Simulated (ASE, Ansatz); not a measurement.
**Localised basis functions on twisted silicene bilayer, 9.43° (148 atoms)**

Wanted: errors and times of a linear-scaling basis for twisted silicene bilayer, 9.43° (148 atoms). A setting counts as converged where the r.m.s. difference of forces stays under 1 % of the r.m.s. force.

Calculated with Ansatz 0.2.0; Kohn-Sham DFT, PBE+D3(BJ), PAW (set soft_2), plane waves.

### 1. The starting structure

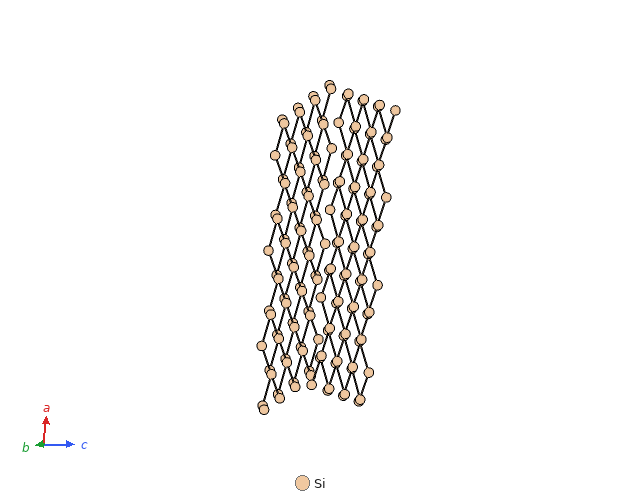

The cell as given, from the side, with the c axis across the page (silicon light orange).

The cell holds 148 atoms: 148 Si. Its edges and angles: a = 23.480 Å, b = 23.479 Å, c = 20.140 Å, α = 90.0°, β = 90.0°, γ = 120.0°. It derives from Si (silicene). Silicene (a = 3.86 Å) under silicene (a = 3.86 Å), bilayer, commensurate cell of 37 unit cells a layer, twist 9.43 deg; facing planes 3.26 Å apart; 16 Å of vacuum; layers as built, displaced by a Gaussian of 0.01 Å. Regions: layer 1, 74 atoms (74 Si); layer 2, 74 atoms (74 Si). Vacuum lies along c.

Limits known from the start: Beside vacuum, support functions can miss their usual error bounds without a warning. Only the Γ point is sampled, in a cell whose shortest periodic width is 20 Å.

### 2. Plane-wave single point

The first run fixes the reference, at a cutoff of 420 eV.

input.yaml

```yaml
crystal:
  lattice:
    - [23.4795, 0.0, 0.0]
    - [-11.73975, 20.33384, 0.0]
    - [0.0, 0.0, 20.14]
  atoms:
    - { symbol: Si, position: [0.11676, 0.82847, 0.41904] }
    - { symbol: Si, position: [0.12651, 0.7389, 0.39677] }
    - { symbol: Si, position: [0.19837, 0.01838, 0.41971] }
    - { symbol: Si, position: [0.20812, 0.92841, 0.39734] }
    - { symbol: Si, position: [0.14452, 0.5589, 0.41888] }
    - { symbol: Si, position: [0.15248, 0.46821, 0.3974] }
    - { symbol: Si, position: [0.2249, 0.74664, 0.41871] }
    - { symbol: Si, position: [0.23412, 0.65717, 0.39728] }
    - { symbol: Si, position: [0.30586, 0.93602, 0.41942] }
    - { symbol: Si, position: [0.31457, 0.84674, 0.39762] }
    - { symbol: Si, position: [0.08917, 0.09884, 0.41943] }
    - { symbol: Si, position: [0.09949, 0.00867, 0.39709] }
    - { symbol: Si, position: [0.17146, 0.2889, 0.41951] }
    - { symbol: Si, position: [0.1799, 0.1984, 0.397] }
    - { symbol: Si, position: [0.25157, 0.47718, 0.41892] }
    - { symbol: Si, position: [0.26145, 0.38781, 0.39729] }
    - { symbol: Si, position: [0.33243, 0.66622, 0.41887] }
    - { symbol: Si, position: [0.34312, 0.57684, 0.39666] }
    - { symbol: Si, position: [0.41426, 0.85555, 0.42012] }
    - { symbol: Si, position: [0.42277, 0.7652, 0.39769] }
    - { symbol: Si, position: [0.49608, 0.04519, 0.41975] }
    - { symbol: Si, position: [0.50499, 0.95508, 0.39763] }
    - { symbol: Si, position: [0.27872, 0.20692, 0.41939] }
    - { symbol: Si, position: [0.288, 0.1168, 0.39753] }
    - { symbol: Si, position: [0.36073, 0.39681, 0.41936] }
    - { symbol: Si, position: [0.36931, 0.30624, 0.39703] }
    - { symbol: Si, position: [0.44151, 0.58614, 0.41946] }
    - { symbol: Si, position: [0.45032, 0.4949, 0.39757] }
    - { symbol: Si, position: [0.52221, 0.77405, 0.41908] }
    - { symbol: Si, position: [0.53111, 0.68414, 0.39837] }
    - { symbol: Si, position: [0.60456, 0.96438, 0.41918] }
    - { symbol: Si, position: [0.61297, 0.87442, 0.39644] }
    [... 110 atom lines left out ...]
    - { symbol: Si, position: [0.93657, 0.30632, 0.60283] }
    - { symbol: Si, position: [0.92834, 0.20749, 0.5809] }
    - { symbol: Si, position: [0.04425, 0.49538, 0.60296] }
    - { symbol: Si, position: [0.03668, 0.39603, 0.58125] }
    - { symbol: Si, position: [0.01799, 0.19858, 0.60233] }
    - { symbol: Si, position: [0.00904, 0.09867, 0.58112] }
kpoints:
  mp_grid: { grid: [1, 1, 1] }
hamiltonian:
  xc: pbe
  dispersion: d3bj
scf:
  occupations: { method: fermi_dirac, width: 0.025 }
output:
  forces: true
  populations: true
  dos:
    method: { smearing: { sigma: 0.15 } }
    de: 0.1
    projected:
      site_lists:
        Si: [Si]
        layer_1: [0, 1, 2, 3, 4, 5, 6, 7, 8, 9, 10, 11, 12, 13, 14, 15, 16, 17, 18, 19, 20, 21, 22, 23, 24, 25, 26, 27, 28, 29, 30, 31, 32, 33, 34, 35, 36, 37, 38, 39, 40, 41, 42, 43, 44, 45, 46, 47, 48, 49, 50, 51, 52, 53, 54, 55, 56, 57, 58, 59, 60, 61, 62, 63, 64, 65, 66, 67, 68, 69, 70, 71, 72, 73]
        layer_2: [74, 75, 76, 77, 78, 79, 80, 81, 82, 83, 84, 85, 86, 87, 88, 89, 90, 91, 92, 93, 94, 95, 96, 97, 98, 99, 100, 101, 102, 103, 104, 105, 106, 107, 108, 109, 110, 111, 112, 113, 114, 115, 116, 117, 118, 119, 120, 121, 122, 123, 124, 125, 126, 127, 128, 129, 130, 131, 132, 133, 134, 135, 136, 137, 138, 139, 140, 141, 142, 143, 144, 145, 146, 147]
  eigenvalues: true
```

Run with:

```bash
$ ansatz run input.yaml --threads 32 --pin off --max-ram 92160MiB --backend cuda --events-out ev --progress --plain --runs-dir out --max-vram 78GiB
```

Numbers of over 12 decimals in the logs are rounded to 6 here.

The program printed:

```text
Engine: ansatz 0.2.0, aarch64-unknown-linux-gnu
Pseudopotentials: kind: paw
Pseudopotential: Si, paw, valence charge 4, recommended cutoff 420 eV (normal), Si.paw.azcp
[... 5 lines on functional and potentials left out ...]
device memory: the entry about to start is reckoned to put 16.2 GiB on a device that reports 176.5 GiB free (of which the cap on the GPU budget leaves the run 78.0 GiB)
GPU FFT provider: cuFFT
GPU libraries: cuBLAS 13.8.1, cuFFT 12.4.0, cuSOLVER 12.3.2
GPU matrix products: emulated (plane waves: as basis.precision tells), large ones in fixed point in workspaces of 1.00 GiB
Crystal: 148 atoms, lattice volume = 9615.408 Å³
Basis set: ecut = 420 eV, 187999 PW (Γ), exchange–correlation on 320×320×270 points (8 copies of the dense FFT grid, shifted against one another)
Bands: 444, of which v1, the nominal top of the filled ones, is band 296 counted from 1 (295 counted from 0)
Symmetry: 1 space group operations
Space group: P1 (ITA 1), of the structure as read, at distance tolerance 2.1e-4 Å
k-points: 1
[... 3 lines on functional and potentials left out ...]
Initial density: superposition of atomic densities (neutral atoms: chi_scale 0, normalization atom), corrected by the library's trained network
Initial wavefunctions: pseudopotential atomic-orbital guess
GPU buffer pool allocated for 3456000 grid points (all kernels)
GPU transforms: local potential and band sums: pruned to the plane-wave sphere, on 160×160×135
Functional: x = pbe(κ = 0.804, μ = 0.219515), c = pbe(β = 0.066725)
SCF iter   1: F=—  HF=-94045.947144 eV  |F-HF|=—  |Δ(HF+E_count)|=         —  Δρ=1.87e-3  dr2=2.47e0  ethr=1.77e-3  ⟨swp⟩=7.0  Hψ=2304  notcnv=0  defer=106
preconditioner: auto → LDOS  [insulator: Δε(μ)=0.078 eV  Ē_g=7.047 eV  σ=0.025 eV  W_gap=0.63  n_scr=826 (ndim 8)  ℏωp=9.2 eV  f_vac=0.572  D(μ)=41.16/eV (n_scr^D=130)  ε∞_Penn≈2.7  β→1.0]
SCF iter   2: F=—  HF=-94045.938062 eV  |F-HF|=—  |Δ(HF+E_count)|=   9.08e-3  Δρ=8.69e-4  dr2=5.17e-1  ethr=4.18e-4  ⟨swp⟩=3.0  Hψ=823  notcnv=0  defer=127
SCF iter   3: F=—  HF=-94045.881347 eV  |F-HF|=—  |Δ(HF+E_count)|=   5.67e-2  Δρ=2.77e-4  dr2=5.22e-2  ethr=8.74e-5  ⟨swp⟩=4.0  Hψ=763  notcnv=0  defer=127
SCF iter   4: F=—  HF=-94045.876059 eV  |F-HF|=—  |Δ(HF+E_count)|=   5.29e-3  Δρ=8.10e-5  dr2=1.87e-3  ethr=8.81e-6  ⟨swp⟩=2.0  Hψ=538  notcnv=0  defer=127
SCF iter   5: F=—  HF=-94045.882424 eV  |F-HF|=—  |Δ(HF+E_count)|=   6.37e-3  Δρ=3.02e-5  dr2=4.07e-4  ethr=3.16e-7  ⟨swp⟩=2.0  Hψ=614  notcnv=0  defer=127
SCF iter   6: F=—  HF=-94045.882442 eV  |F-HF|=—  |Δ(HF+E_count)|=   1.73e-5  Δρ=1.05e-5  dr2=4.22e-5  ethr=6.87e-8  ⟨swp⟩=2.0  Hψ=540  notcnv=0  defer=127
SCF iter   7: F=—  HF=-94045.879665 eV  |F-HF|=—  |Δ(HF+E_count)|=   2.78e-3  Δρ=4.15e-6  dr2=7.68e-6  ethr=7.13e-9  ⟨swp⟩=3.0  Hψ=889  notcnv=0  defer=127
SCF iter   8: F=—  HF=-94045.879666 eV  |F-HF|=—  |Δ(HF+E_count)|=   7.00e-7  Δρ=1.54e-6  dr2=1.29e-6  ethr=1.30e-9  ⟨swp⟩=2.0  Hψ=460  notcnv=0  defer=127
SCF iter   9: F=—  HF=-94045.879666 eV  |F-HF|=—  |Δ(HF+E_count)|=   5.92e-7  Δρ=5.97e-7  dr2=1.68e-7  ethr=2.18e-10  ⟨swp⟩=3.0  Hψ=601  notcnv=0  defer=127
SCF iter  10: F=-94045.879666 eV  HF=-94045.879666 eV  |F-HF|=1.11e-8  |Δ(HF+E_count)|=   7.80e-8  Δρ=2.71e-7  dr2=4.01e-8  ethr=1.69e-11  ⟨swp⟩=24.0  Hψ=3635  notcnv=0
SCF 1 converged in 10 iterations: F = -94045.879666 eV  dr2 = 4.01e-8
  greatest PAW one-centre occupation: 0.651 electrons in one spin orbital (limit 2), on the Si atom at site 52 (counted from 0), in its partial waves of l = 0
SCF converged after 10 iterations
Free energy (F): -94045.879666 eV
Harris-Foulkes:  -94045.879666 eV  (|F-HF|=1.11e-8)
Internal energy: -94045.749479 eV  (E = F + TS)
E sigma→0 (E₀):  -94045.814573 eV
Entropy (-TS):   -0.130188 eV (-0.880 meV/atom)
Fermi energy:    -1.245651 eV
--- Per-component energies (eV) ---
  E_band       = -3693.367371
  E_kinetic    = 5784.772223
  E_local      = -104061.798283  (includes V_loc(G=0)·N_el)
  E_nonlocal   = 3872.265514
  E_hartree    = 48907.825683
  E_xc         = -8050.307097
  E_vxc        = -6753.209927  (∫ρ·V_xc dr)
  E_paw        = -75876.759591  (= ΣΔE_a)
  E_vpaw       = -351.047673  (= ΣTr[D̂ρ^β])
  E_aug_tail   = 0.000946  (compensation charges beyond the density's cutoff)
  E_ewald      = 35418.495351
  E_disp       = -40.244225  (pairwise vdW)
  E_smearing   = -0.130188  (= −TS)
  E_closure    = 0.000000  (closes the sum)
  Σ components = -94045.879666   (vs F -94045.879666, Δ=0.00e0)
--- Forces (eV/Å), atoms counted from 1 ---
[... 148 lines of forces left out ...]
  max |Σ_I F_I| component: 1.84e-5 eV/Å
--- Band table (eV) ---
[... left out ...]
--- Löwdin populations: 148 sites ---
  site symbol       q [e]
[... 148 lines, one an atom, left out ...]
  spilling = 0.012267 (of n_electrons = 592.000000)
```

Run time: 3.8 s. Hardware: 1 × NVIDIA GB200 with 32 threads of Arm Neoverse V2, shared host; peak memory 2.2 GiB.

That memory is the host's; the program planned up to 16.2 GiB on the GPU. Forces of this run were stored rounded, and per-atom blocks of the log weren't kept.

Numbers from this run:

```yaml
free_energy: -94045.8797 eV
free_energy_per_atom: -635.4451 eV/atom
scf_cycles: 10
r_m_s_force_component: 0.2384 eV/Å
longest_force: 0.8083 eV/Å
fermi_energy: -1.246 eV
levels_partly_filled_by_over_2_per_cent: 7
spilling_of_the_projection: 0.01227
```

Length of the force by element:

| element | coordination | atoms | mean length of the force (eV/Å) | spread | least | most |
| --- | --- | --- | --- | --- | --- | --- |
| Si | all | 148 | 0.384 | 0.152 | 0.0776 | 0.808 |

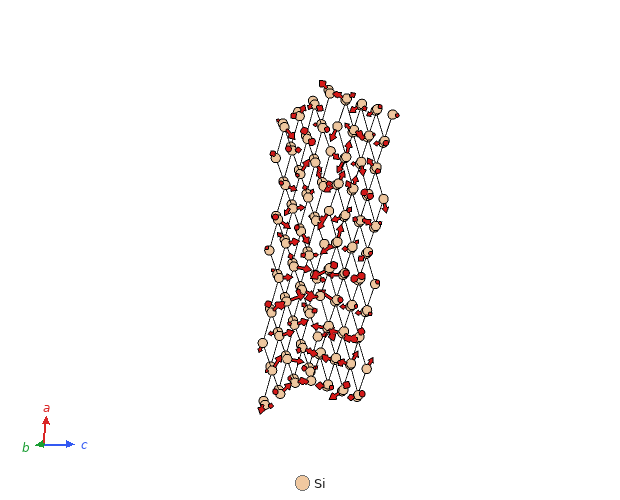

Forces as arrows; the longest in the cell is 0.808 eV/Å.

The mean of these charges, 0.049 e, is only the charge that the projection spills.

Löwdin charges by element (they lack the spilled electrons, 0.049 e an atom on average):

| element | coordination | atoms | mean charge (e) | spread | least | most |
| --- | --- | --- | --- | --- | --- | --- |
| Si | all | 148 | 0.0491 | 0.0147 | 0.0168 | 0.0873 |

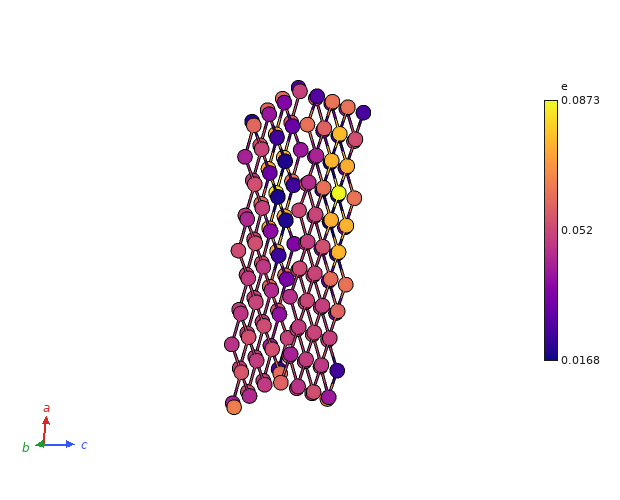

Atoms coloured by Löwdin charge.

By region:

| region | atoms | mean length of the force (eV/Å) |
| --- | --- | --- |
| layer 1 | 74 | 0.361 |
| layer 2 | 74 | 0.407 |

Density of states as counts of states in windows of 1 eV (from the Fermi level), total and some projections:

| from (eV) | to (eV) | total | Si p | layer 1 | layer 2 | Si s |
| --- | --- | --- | --- | --- | --- | --- |
| -10 | -9 | 52.2 | 14.9 | 25.8 | 25.9 | 36.9 |
| -9 | -8 | 40.9 | 13.1 | 20.5 | 20.1 | 27.4 |
| -8 | -7 | 28.0 | 13.4 | 13.7 | 14.0 | 14.3 |
| -7 | -6 | 44.0 | 23.2 | 21.9 | 21.6 | 20.2 |
| -6 | -5 | 31.5 | 17.6 | 15.5 | 15.7 | 13.6 |
| -5 | -4 | 40.4 | 32.6 | 20.0 | 19.8 | 7.3 |
| -4 | -3 | 76.6 | 68.2 | 37.6 | 38.0 | 7.4 |
| -3 | -2 | 91.4 | 86.3 | 45.2 | 45.0 | 3.9 |
| -2 | -1 | 89.7 | 86.0 | 44.3 | 44.2 | 2.5 |
| -1 | 0 | 38.7 | 35.8 | 19.1 | 19.0 | 2.3 |
| 0 | 1 | 40.8 | 36.5 | 19.4 | 19.5 | 2.4 |
| 1 | 2 | 101.6 | 67.9 | 45.8 | 45.8 | 23.6 |

Between -12 and -10 eV lie 55 more states.

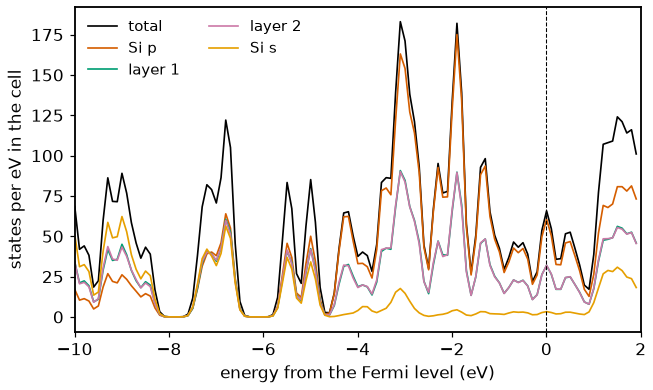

Total and projected density of states, with the broadening of the input.

Not all projections were asked for or kept, so they needn't add up to the total.

The levels nearest the highest filled one (over half full), pooled over k-points and spins:

| level less the highest filled one (eV) | occupation |
| --- | --- |
| -0.0553 | 1.97 |
| -0.0443 | 1.95 |
| -0.0255 | 1.89 |
| -0.0151 | 1.84 |
| -0.0015 | 1.74 |
| 0 | 1.73 |
| 0.0646 | 0.649 |
| 0.111 | 0.138 |
| 0.145 | 0.037 |
| 0.156 | 0.024 |
| 0.165 | 0.017 |
| 0.170 | 0.014 |

Löwdin charges run from +0.02 to +0.09 e, about a mean that is the spilled charge alone. Within 0.4 eV of the Fermi level the largest share is Si p (95 % of the projected weight).

### 3. Local order

These statistics describe the geometry on which the runs were made.

Normalised to the volume that the atoms fill. Pair distribution function in bins of 0.2 Å:

| r (Å) | total |
| --- | --- |
| 2.20 | 4.45 |
| 2.40 | 0.16 |
| 2.60 | 0.00 |
| 2.80 | 0.00 |
| 3.00 | 0.00 |
| 3.20 | 0.01 |
| 3.40 | 0.13 |
| 3.60 | 0.14 |
| 3.80 | 3.41 |
| 4.00 | 0.32 |
| 4.20 | 0.36 |
| 4.40 | 1.41 |
| 4.60 | 0.47 |
| 4.80 | 0.33 |
| 5.00 | 0.31 |
| 5.20 | 0.30 |
| 5.40 | 0.25 |
| 5.60 | 0.33 |
| 5.80 | 0.48 |
| 6.00 | 1.42 |
| 6.20 | 0.15 |
| 6.40 | 0.29 |
| 6.60 | 1.14 |
| 6.80 | 0.40 |
| 7.00 | 0.23 |
| 7.20 | 0.15 |
| 7.40 | 0.30 |
| 7.60 | 0.22 |

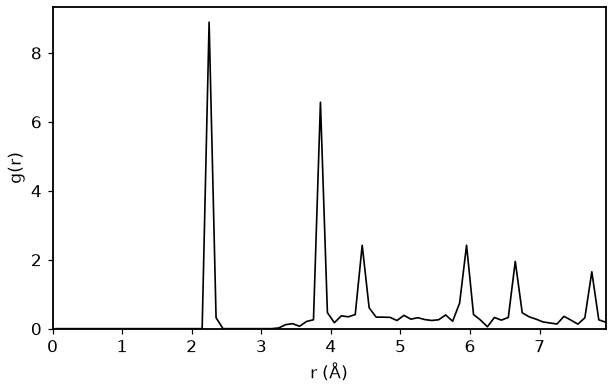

Pair distribution functions.

Bonds by pair of elements; cutoffs follow the first minimum of g(r), held within bounds set by covalent radii, and pairs that aren't listed don't count as bonded:

| pair A-B | cutoff (Å) | bonds | mean length (Å) | spread (Å) | shortest (Å) | B about A | A about B |
| --- | --- | --- | --- | --- | --- | --- | --- |
| Si-Si | 2.68 | 222 | 2.27 | 0.015 | 2.23 | 3 | 3 |

How many atoms have how many bonded neighbours:

| element | mean | 3 |
| --- | --- | --- |
| Si | 3 | 148 |

Bond angles, per cent of each kind in bins of 5°:

| angle (°) | Si-Si-Si |
| --- | --- |
| 110–115 | 1.1 |
| 115–120 | 98.9 |

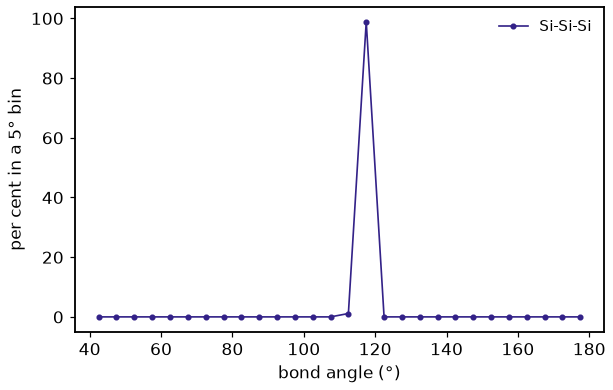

Distributions of the most common bond angles.

Bond angles (no mean is given where the spread exceeds 20°):

| angle | count | mean (°) | spread (°) |
| --- | --- | --- | --- |
| Si-Si-Si | 444 | 116 | 0.6 |

By these cutoffs all Si atoms have 3 bonded neighbours. The Si-Si-Si angle averages 116° with a spread of 0.6°.

(Continued in part 2 of 2.)

[Logs are printed without paths, hosts, clocks, repeated set-up lines and the standing remarks that a program may print on its own settings, such as how far it seeks lower states.]

[Hosts, paths, dates, database ids (printed as entryN), source tags and the programs' standing remarks are cut or masked in the printed files.]
